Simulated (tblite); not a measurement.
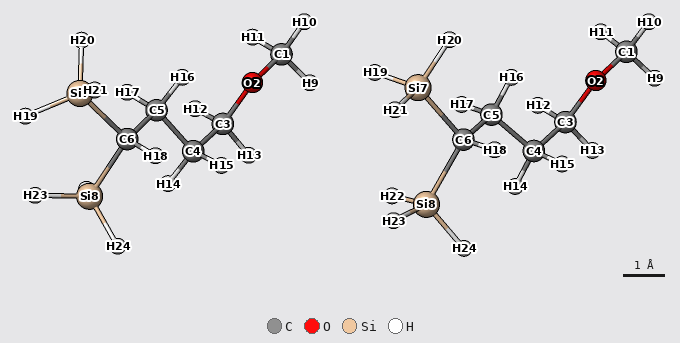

Two geometries of C5H16OSi2, drawn at one scale. One is the start of a relaxation, the other its converged end. Style: ball-and-stick. Shown from a free direction.

These are results of tblite, GFN2-xTB geometry optimisation, gas phase, not measurements. 

**Which geometry has the lower energy?**

The right one is the relaxed one. The energy falls by 0.657 eV in 245 geometry steps. The largest move after the best rigid fit is that of H19, 1.40 Å. Largest moves by element: H 1.40 Å, Si 0.38 Å, C 0.19 Å, O 0.11 Å. Some distances before and after: C6–Si8 1.861 → 1.906 Å, C5–H16 1.132 → 1.093 Å, C6–Si7 1.869 → 1.907 Å, C4–C5 1.503 → 1.527 Å. Among the angles between lasting bonds that change: C4–C5–C6 105.9° → 113.5°, C4–C5–H17 115.0° → 109.0°, C5–C6–Si8 108.0° → 113.0°. Groups turn about C6–Si7 by about 60°, C6–Si8 by about 35°. Cost: 3.8 s on 1 thread of Arm Neoverse N1, on a shared host.
